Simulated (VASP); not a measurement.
# CaGe2Au2: interstitial Li from one void to a neighbouring one, part 2 of 5

Wanted: the minimum-energy path in CaGe2Au2 for this move: interstitial Li from one void to a neighbouring one. The start is a cell from a database of measured crystal structures.

VASP 6.6.1, plane waves and PAW; the level of theory is named at each step.

So far. Step 2 (Relax the host): The run ended after 9 ionic steps, 0.013 eV below its first step, once forces and stress met EDIFFG = -0.02.

### 3. Relax the start

This step: PBEsol; plane waves and PAW (Au, Ge, Ca_pv, Li) (VASP 6.6.1).

System of this step: LiCa4Ge8Au8. The cell holds 21 atoms: 8 Au, 8 Ge, 4 Ca and 1 Li. Its edges and angles: a = 10.328 Å, b = 6.240 Å, c = 12.067 Å, α = 90.0°, β = 148.9°, γ = 90.0°. It derives from CaGe2Au2. Nearest the centre at fractional (0.222, 0.500, 0.250): Li21 at 1.56 Å, Ca20 at 1.57 Å, Ge15 at 1.83 Å, Ge11 at 2.15 Å, Au3 at 2.76 Å, Au7 at 2.78 Å, Au5 at 3.25 Å, Au1 at 3.27 Å.

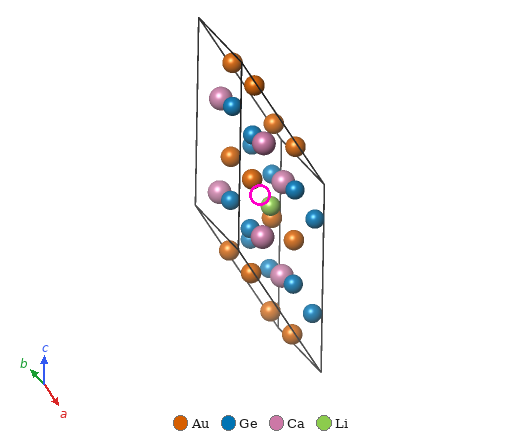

The cell of this step (gold orange, germanium blue, calcium pink, lithium green). A ring marks the centre wherever it is empty. Some periodic images of atoms are drawn too.

A path needs two true minima; the start is relaxed with symmetry off.

Contents of INCAR:

```
SYSTEM = LiCa4Ge8Au8
PREC = Normal
ENCUT = 280
EDIFF = 1E-05
NELM = 120
ISMEAR = 1
SIGMA = 0.15
LREAL = Auto
ALGO = Fast
GGA = PS
NBANDS = 97
LORBIT = 11
LWAVE = .FALSE.
LCHARG = .FALSE.
KPAR = 3
IBRION = 2
NSW = 60
ISIF = 2
EDIFFG = -0.05
POTIM = 0.4
MAXMIX = 40
ISYM = 0
```

Contents of POSCAR:

```
LiCa4Ge8Au8
1.0
    0.0000000000      0.0000000000     10.3279839780
    4.4123825598     -4.4123825598      0.0000000000
    4.4123825598      4.4123825598    -10.3279839780
Au Ge Ca Li
8 8 4 1
Direct
    0.5032851751      0.2489211408      0.2526452882
    0.4999628414      0.2449947379      0.7490984432
    0.0008060825      0.7474660598      0.2501000930
    0.0017897239      0.7506021922      0.7507310217
    0.4970281095      0.7487001487      0.2479617270
    0.5008808803      0.7512671705      0.7514472188
   -0.0023391979      0.2488108098      0.2476450349
    0.0042576960      0.2464425870      0.7523081881
    0.6070565228     -0.0018632773     -0.0104256049
    0.6177687712     -0.0014410206      0.4995273587
    0.1193688794      0.5073199898      0.0022795349
    0.1251998735      0.5031639791      0.5060952888
    0.3776036898      0.0025701960     -0.0049000319
    0.3783218250      0.0030286724      0.4974654556
    0.8796847168      0.5019778610     -0.0023044133
    0.8814960503      0.5001357470      0.5002970487
    0.0039866544     -0.0006740551      0.0033653361
   -0.0011672476     -0.0035125751      0.4998037841
    0.5013342937      0.5044215297     -0.0004365596
    0.4965165660      0.5027846303      0.4971244281
    0.2210610834      0.2495043742      0.2507408551
```

Contents of KPOINTS:

```
Automatic mesh
0
Gamma
3 3 3
0 0 0
```

Potentials, in the order of the species: Au, Ge, Ca_pv and Li (PBE family, release 64).

Launch:

```
> mpirun -np 3 vasp_std
```

Output:

```text
[banner, memory and clock lines left out]
running    3 mpi-ranks, on    1 nodes
 distrk:  each k-point on    1 cores,    3 groups
 distr:  one band on    1 cores,    1 groups

 POSCAR found type information on POSCAR AuGeCaLi
 POSCAR found :  4 types and      21 ions
 [... a notice as in an earlier step ...]

 LDA part: xc-table for (Slater+PW92), standard interpolation
 POSCAR, INCAR and KPOINTS ok, starting setup
 FFT: planning ... GRIDC
 FFT: planning ... GRID_SOFT
 FFT: planning ... GRID
 WAVECAR not read
 entering main loop
       N       E                     dE             d eps       ncg     rms          rms(c)
DAV:   1     0.146660376836E+04    0.14666E+04   -0.34633E+04  3269   0.139E+03
DAV:   2     0.254590187754E+03   -0.12120E+04   -0.11222E+04  2828   0.437E+02
DAV:   3    -0.559838951904E+02   -0.31057E+03   -0.28554E+03  3357   0.161E+02
DAV:   4    -0.964814318869E+02   -0.40498E+02   -0.38622E+02  4143   0.631E+01
DAV:   5    -0.985282490952E+02   -0.20468E+01   -0.20024E+01  4320   0.152E+01    0.253E+01
RMM:   6    -0.887674172631E+02    0.97608E+01   -0.64413E+01  4062   0.218E+01    0.186E+01
RMM:   7    -0.888971280387E+02   -0.12971E+00   -0.57789E+00  4388   0.677E+00    0.104E+01
RMM:   8    -0.887391585113E+02    0.15797E+00   -0.15083E+00  3931   0.379E+00    0.154E+00
RMM:   9    -0.886783655101E+02    0.60793E-01   -0.28192E-01  4051   0.193E+00    0.436E-01
RMM:  10    -0.886869640070E+02   -0.85985E-02   -0.14768E-01  4476   0.919E-01    0.454E-01
RMM:  11    -0.886862860769E+02    0.67793E-03   -0.30840E-02  4020   0.533E-01    0.210E-01
RMM:  12    -0.886870107177E+02   -0.72464E-03   -0.85464E-03  4626   0.247E-01    0.106E-01
RMM:  13    -0.886872102799E+02   -0.19956E-03   -0.50552E-03  4315   0.188E-01    0.108E-01
RMM:  14    -0.886870862804E+02    0.12400E-03   -0.10134E-03  4089   0.903E-02    0.379E-02
RMM:  15    -0.886870885093E+02   -0.22289E-05   -0.48710E-04  4317   0.508E-02    0.739E-03
RMM:  16    -0.886871004140E+02   -0.11905E-04   -0.12731E-04  3595   0.253E-02    0.872E-03
RMM:  17    -0.886871040802E+02   -0.36662E-05   -0.55269E-05  3331   0.245E-02
   1 F= -.88687104E+02 E0= -.88681097E+02  d E =-.886871E+02
 curvature:   0.00 expect dE= 0.000E+00 dE for cont linesearch  0.000E+00
 trial: gam= 0.00000 g(F)=  0.595E+00 g(S)=  0.000E+00 ort = 0.000E+00 (trialstep = 0.100E+01)
 search vector abs. value=  0.595E+00
 bond charge predicted
       N       E                     dE             d eps       ncg     rms          rms(c)
DAV:   1    -0.887821524046E+02   -0.95052E-01   -0.29186E+01  3895   0.224E+01    0.116E+00
RMM:   2    -0.890857744642E+02   -0.30362E+00   -0.30357E+00  4395   0.535E+00    0.154E+00
RMM:   3    -0.891868284836E+02   -0.10105E+00   -0.11382E+00  4252   0.240E+00    0.992E-01
RMM:   4    -0.891945567955E+02   -0.77283E-02   -0.89982E-02  4667   0.868E-01    0.884E-01
RMM:   5    -0.891890995114E+02    0.54573E-02   -0.15430E-02  4363   0.328E-01    0.642E-01
RMM:   6    -0.891839227651E+02    0.51767E-02   -0.15402E-02  3967   0.345E-01    0.372E-01
RMM:   7    -0.891835312024E+02    0.39156E-03   -0.15646E-02  4221   0.313E-01    0.169E-01
RMM:   8    -0.891833612259E+02    0.16998E-03   -0.13367E-03  3779   0.125E-01    0.472E-02
RMM:   9    -0.891833745345E+02   -0.13309E-04   -0.59598E-04  4271   0.780E-02    0.712E-02
RMM:  10    -0.891833469863E+02    0.27548E-04   -0.20215E-04  3954   0.493E-02    0.312E-02
RMM:  11    -0.891833377428E+02    0.92435E-05   -0.14360E-04  4221   0.335E-02    0.263E-02
RMM:  12    -0.891833288797E+02    0.88631E-05   -0.23247E-05  1952   0.151E-02
   2 F= -.89183329E+02 E0= -.89177591E+02  d E =-.496225E+00
[... from here on, the cycles between the ionic steps are left out ...]
   3 F= -.89647997E+02 E0= -.89643272E+02  d E =-.960893E+00
   4 F= -.89653143E+02 E0= -.89648301E+02  d E =-.966039E+00
   5 F= -.89772145E+02 E0= -.89767688E+02  d E =-.119002E+00
[...]
WARNING in EDDRMM: call to ZHEGV failed, returncode =   6  3     36
   6 F= -.89814149E+02 E0= -.89810473E+02  d E =-.161006E+00
   7 F= -.89835728E+02 E0= -.89832498E+02  d E =-.215795E-01
   8 F= -.89837379E+02 E0= -.89834310E+02  d E =-.232296E-01
[...]
WARNING in EDDRMM: call to ZHEGV failed, returncode =   8  4     51
[...]
WARNING in EDDRMM: call to ZHEGV failed, returncode =   6  3     22
   9 F= -.89843928E+02 E0= -.89841028E+02  d E =-.654992E-02
  10 F= -.89848872E+02 E0= -.89846197E+02  d E =-.114929E-01
[...]
WARNING in EDDRMM: call to ZHEGV failed, returncode =   8  4     72
[...]
WARNING in EDDRMM: call to ZHEGV failed, returncode =   6  3     41
[...]
WARNING in EDDRMM: call to ZHEGV failed, returncode =   8  4     73
  11 F= -.89845571E+02 E0= -.89843318E+02  d E =-.819231E-02
  12 F= -.89849686E+02 E0= -.89847136E+02  d E =-.123078E-01
[...]
WARNING in EDDRMM: call to ZHEGV failed, returncode =   8  4     51
  13 F= -.89854440E+02 E0= -.89851871E+02  d E =-.475368E-02
[...]
WARNING in EDDRMM: call to ZHEGV failed, returncode =   6  3     52
  14 F= -.89858001E+02 E0= -.89855373E+02  d E =-.831448E-02
[...]
WARNING in EDDRMM: call to ZHEGV failed, returncode =   6  3     29
  15 F= -.89862098E+02 E0= -.89859693E+02  d E =-.409730E-02
  16 F= -.89862787E+02 E0= -.89860485E+02  d E =-.478606E-02
  17 F= -.89862847E+02 E0= -.89860564E+02  d E =-.484636E-02
 curvature:  -3.22 expect dE=-0.290E-02 dE for cont linesearch -0.511E-05
 trial: gam= 0.28691 g(F)=  0.901E-03 g(S)=  0.000E+00 ort = 0.106E-03 (trialstep = 0.219E+01)
 search vector abs. value=  0.155E-02
 bond charge predicted
       N       E                     dE             d eps       ncg     rms          rms(c)
DAV:   1    -0.898616769911E+02    0.11687E-02   -0.97594E-01  3264   0.276E+00    0.102E-01
RMM:   2    -0.898635066147E+02   -0.18296E-02   -0.18719E-02  3874   0.719E-01    0.545E-02
RMM:   3    -0.898643799205E+02   -0.87331E-03   -0.88535E-03  4652   0.356E-01    0.545E-02
RMM:   4    -0.898644073412E+02   -0.27421E-04   -0.78982E-04  4110   0.108E-01    0.452E-02
RMM:   5    -0.898644038222E+02    0.35190E-05   -0.26890E-04  4387   0.525E-02    0.289E-02
RMM:   6    -0.898644057611E+02   -0.19389E-05   -0.61669E-05  3285   0.285E-02
  18 F= -.89864406E+02 E0= -.89862321E+02  d E =-.155857E-02
 trial-energy change:   -0.001559  1 .order   -0.001370   -0.002037   -0.000703
 step:   2.7438(harm=  3.3380)  dis= 0.00671  next Energy=   -89.864499 (dE=-0.165E-02)
 reached required accuracy - stopping structural energy minimisation
```

Wall time 14 min (3 MPI ranks of AMD EPYC 9R45, shared host); peak memory 1.1 GiB.

From OUTCAR (step 3):

```text
 Found     14 irreducible k-points:

   k-points           NKPTS =     14   k-points in BZ     NKDIM =     14   number of bands    NBANDS=     97

   dimension x,y,z NGX =    42 NGY =   28 NGZ =   50
   dimension x,y,z NGXF=    84 NGYF=   56 NGZF=  100

   ENCUT  =  280.0 eV  20.58 Ry    4.54 a.u.  14.09  8.51 16.46*2*pi/ulx,y,z

   NELECT =     153.0000    total number of electrons

 E-fermi :   6.4425

 k-point     1 :       0.0000    0.0000    0.0000
  band No.  band energies     occupation
    ...
     72       4.9706      2.00000
     73       5.0314      2.00000
     74       5.1234      2.00000
     75       5.4601      2.00000
     76       6.4307      1.13294
     77       6.6602     -0.05953
     78       6.9534     -0.00002
     79       7.1179     -0.00000
     80       7.1969     -0.00000
     81       7.3646     -0.00000
    ...

 k-point     2 :       0.3333    0.0000    0.0000
  band No.  band energies     occupation
    ...
     73       5.1017      2.00000
     74       5.6400      2.00000
     75       5.7411      2.00000
     76       5.8342      2.00000
     77       6.1348      2.01350
     78       6.8605     -0.00058
     79       7.1556     -0.00000
     80       7.7385     -0.00000
     81       7.8113     -0.00000
     82       8.1078     -0.00000
    ...

  Total       11.4436966      4.7622784      3.2955799      0.0393740     -0.0486268      0.0224135
  in kB       45.5916223     18.9728903     13.1295717      0.1568659     -0.1937289      0.0892952
  external PRESSURE =      25.8980281 kB  Pullay stress =       0.0000000 kB

  energy-cutoff  :      280.00
  volume of cell :      402.15
      direct lattice vectors                 reciprocal lattice vectors
     0.000000000  0.000000000 10.327983978     0.113317464  0.113317464  0.096824318
     4.412382560 -4.412382560  0.000000000     0.113317464 -0.113317464  0.000000000
     4.412382560  4.412382560-10.327983978     0.113317464  0.113317464  0.000000000

 POSITION                                       TOTAL-FORCE (eV/Angst)
 -----------------------------------------------------------------------------------
      2.20595     -0.00388      2.55387         0.004113     -0.005070     -0.004721
      4.40620      2.20950     -2.58294        -0.001919     -0.001280      0.028554
      4.40474     -2.20480      7.73736        -0.002140      0.009206      0.030736
      6.61803     -0.00332     -7.57670        -0.003095      0.005233     -0.015497
      4.41714     -2.20934      2.54955        -0.007982      0.005208      0.004211
      6.61862     -0.00853     -2.70695        -0.004544      0.005562     -0.043900
      2.20422     -0.00513      7.69869         0.007931     -0.007511      0.021901
      4.41495      2.20105      2.54840         0.004552     -0.000603      0.012731
      0.01502      0.00281      6.35933         0.019833     -0.005530     -0.024244
      6.62231     -2.17368      1.23401        -0.005651     -0.014645     -0.015263
      6.62295      2.16576     -9.09464         0.005459      0.011681      0.002694
      4.39653      0.00396     -3.96611        -0.022798      0.000369     -0.011022
      0.04075     -0.00161      3.93951         0.003060     -0.007204      0.009528
      6.60904     -2.19437     -1.26390         0.004870      0.007861      0.023670
      6.61343      2.18114     -1.26394        -0.002846     -0.015699      0.006255
      4.36991     -0.00438      3.94352         0.000151      0.003359     -0.012979
      8.42900     -0.00746     -0.00411         0.011193      0.007761     -0.004269
      2.20764      2.20544      5.15024        -0.002693      0.003064      0.004718
      6.61443      2.20314     -5.18201         0.004698     -0.000667      0.015120
      4.80753      0.00128      0.00541        -0.011002     -0.009304     -0.010755
      2.20661     -0.00719     -0.02604        -0.001189      0.008208     -0.017469
 -----------------------------------------------------------------------------------
    total drift:                               -0.001842     -0.024538      0.012347

  FREE ENERGIE OF THE ION-ELECTRON SYSTEM (eV)
  ---------------------------------------------------
  free  energy   TOTEN  =       -89.8644057611 eV

  energy  without entropy=      -89.8581524544  energy(sigma->0) =      -89.86232133

 total charge
# of ion       s       p       d       tot
------------------------------------------
    1        0.638   0.456   8.678   9.772
    2        0.636   0.428   8.688   9.752
    3        0.636   0.429   8.688   9.753
    4        0.646   0.445   8.682   9.773
    5        0.637   0.429   8.687   9.753
    6        0.643   0.451   8.682   9.775
    7        0.639   0.452   8.678   9.770
    8        0.637   0.429   8.687   9.753
    9        1.135   1.200   0.091   2.426
   10        1.136   1.210   0.090   2.436
   11        1.137   1.210   0.089   2.436
   12        1.135   1.200   0.091   2.426
   13        1.135   1.200   0.091   2.426
   14        1.136   1.210   0.090   2.435
   15        1.136   1.210   0.090   2.436
   16        1.135   1.200   0.091   2.426
   17        0.193   6.149   0.531   6.873
   18        0.169   6.133   0.460   6.762
   19        0.169   6.133   0.460   6.762
   20        0.193   6.149   0.532   6.874
   21        0.158   0.262   0.000   0.420
--------------------------------------------------
tot         15.081  37.984  72.175 125.239

[... 1 part as in an earlier step ...]

[... 7 further parts left out ...]
```

CONTCAR:

```
LiCa4Ge8Au8
   1.00000000000000
     0.0000000000000000    0.0000000000000000   10.3279839780000007
     4.4123825598000002   -4.4123825598000002    0.0000000000000000
     4.4123825598000002    4.4123825598000002  -10.3279839780000007
  Au              Ge              Ca              Li
     8     8     4     1
Direct
     0.4968103008472833    0.2504128608544881    0.2495332247415566
     0.4995829167869124    0.2489240338565328    0.7496741534619320
     0.9984572557608392    0.7489766738179761    0.2492922972860305
     0.0159531295820590    0.7503140849802572    0.7495622628273133
     0.4970409296692507    0.7508957869074542    0.2501822564425850
     0.4869402472876623    0.7509721013731816    0.7490386610724203
     0.9946155342057325    0.2503574677183044    0.2491948631067747
     0.9964562414315030    0.2508736106678843    0.7497087782880593
     0.6177585616494138    0.0013839200503667    0.0020210952744403
     0.6235900072540010    0.9967399923685465    0.5041078115329989
     0.1153318608831317    0.5050774251173035    0.9959142486727413
     0.1146363698370092    0.4977557475792713    0.4986522227737781
     0.3858759537203175    0.0048000451822306    0.0044351075347716
     0.3778826612105919    0.9975801423714290    0.5002585109405140
     0.8741980529800966    0.5022554960338714    0.9965780901166846
     0.8765194486155934    0.4956843248935686    0.4946907325885932
     0.9539105233520763    0.9559982757524574    0.9543080074914719
     0.9987470833236465    0.0002487983828417    0.5000787770316583
     0.4974397005429756    0.4998766898125478    0.9991843762147212
     0.5454449184483302    0.5446319604447175    0.5449211559140723
     0.2467112921115736    0.2508614599347774    0.2492328619868903
```

This run has no spin polarisation. Its electron count is odd, so without a moment it is a metal by construction.

Relaxation path:

| step | energy less that of the first step (eV) | largest force (eV/Å) |
| --- | --- | --- |
| 1 | 0.0000 | 2.2019 |
| 2 | -0.4962 | 1.7005 |
| 3 | -0.9609 | 0.9442 |
| 4 | -0.9660 | 0.8264 |
| 5 | -1.0850 | 0.4831 |
| 6 | -1.1270 | 0.3190 |
| 7 | -1.1486 | 0.1743 |
| 8 | -1.1503 | 0.1545 |
| 9 | -1.1568 | 0.1252 |
| 10 | -1.1618 | 0.0937 |
| 11 | -1.1585 | 0.2326 |
| 12 | -1.1626 | 0.1283 |
| 13 | -1.1673 | 0.0911 |
| 14 | -1.1709 | 0.1230 |
| 15 | -1.1750 | 0.0729 |
| 16 | -1.1757 | 0.0671 |
| 17 | -1.1757 | 0.0741 |
| 18 | -1.1773 | 0.0445 |

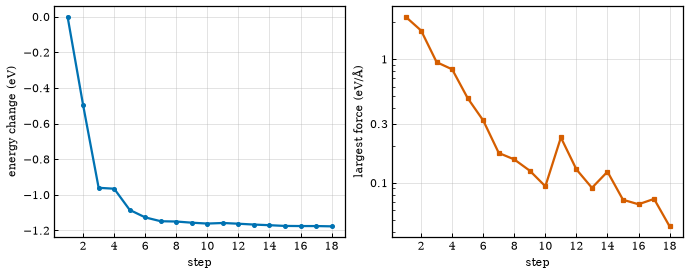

Energy and largest force along the relaxation.

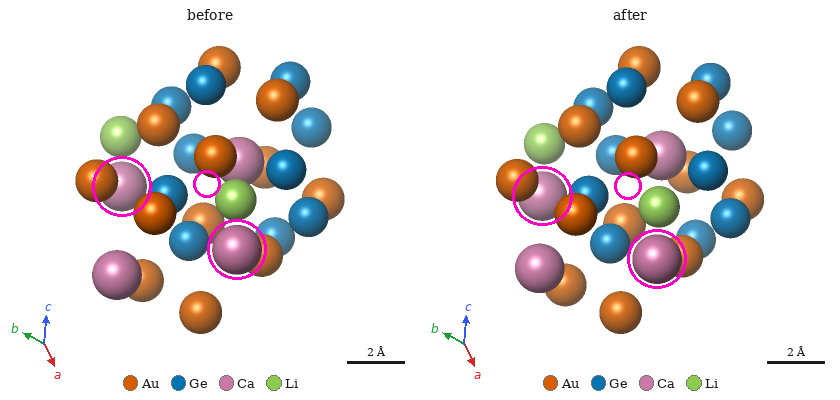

Before and after: the atoms that start within 5 Å of the centre. Ca17, which moves most, is ringed if it is among them. A ring with no atom in it marks the empty centre.

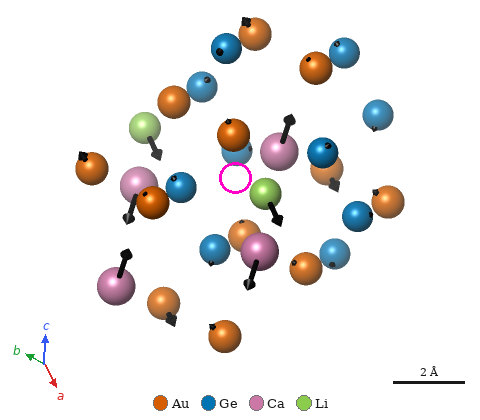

Displacements in the relaxation near the centre, exaggerated; the longest in the cell stands for 0.41 Å. A ring marks the centre wherever it is empty.

The atoms that moved most (Å):

| atom | dx | dy | dz | length |
| --- | --- | --- | --- | --- |
| Ca17 | -0.408 | -0.025 | -0.011 | 0.409 |
| Ca20 | 0.396 | 0.026 | 0.012 | 0.397 |
| Li21 | -0.001 | -0.013 | 0.280 | 0.281 |
| Au4 | -0.006 | -0.004 | 0.158 | 0.159 |
| Au6 | -0.012 | -0.009 | -0.119 | 0.120 |
| Ge9 | 0.069 | 0.041 | -0.018 | 0.082 |
| Ge12 | -0.057 | -0.009 | -0.032 | 0.066 |
| Au8 | 0.008 | -0.031 | -0.054 | 0.063 |

Final coordinates:

```xyz
21
Lattice="0.0000 0.0000 10.3280 4.4124 -4.4124 0.0000 4.4124 4.4124 -10.3280" Properties=species:S:1:pos:R:3 pbc="T T T"
Au    2.2060   -0.0039    2.5539
Au    4.4062    2.2095   -2.5829
Au    4.4047   -2.2048   -2.5906
Au    6.6180   -0.0033   -7.5767
Au    4.4171   -2.2093    2.5496
Au    6.6186   -0.0085   -2.7069
Au    2.2042   -0.0051   -2.6293
Au    4.4150    2.2011   -7.7796
Ge    0.0150    0.0028    6.3593
Ge    2.2099    2.2387    1.2340
Ge    2.2106   -2.2466    1.2333
Ge    4.3965    0.0040   -3.9661
Ge    0.0407   -0.0016    3.9395
Ge    2.1967    2.2180   -1.2639
Ge    2.2010   -2.2312    9.0640
Ge    4.3699   -0.0044    3.9435
Ca   -0.3958   -0.0075   -0.0041
Ca    2.2076    2.2054   -5.1777
Ca    2.2020   -2.2092    5.1460
Ca    4.8075    0.0013    0.0054
Li    2.2066   -0.0072   -0.0260
```

This step gave:

```
electronic cycles       : 162
electrons               : 153
free energy (TOTEN)     : -89.8644 eV
energy at zero smearing : -89.8623 eV
Fermi energy            : 6.442 eV
```

The run ended after 18 ionic steps, 1.177 eV below its first step, once the forces on the free atoms met EDIFFG = -0.05.

(Part 2 of 5 ends here.)

[Lines on the potential files, build, host, timing and source positions are cut from VASP's logs without a mark.]

[Logs are printed without paths, hosts, clocks, repeated set-up lines and the standing remarks that a program may print on its own settings, such as how far it seeks lower states.]

[Hosts, paths, dates, database ids (printed as entryN), source tags and the programs' standing remarks are cut or masked in the printed files.]

[Runs that stopped without an error message from VASP are left out.]
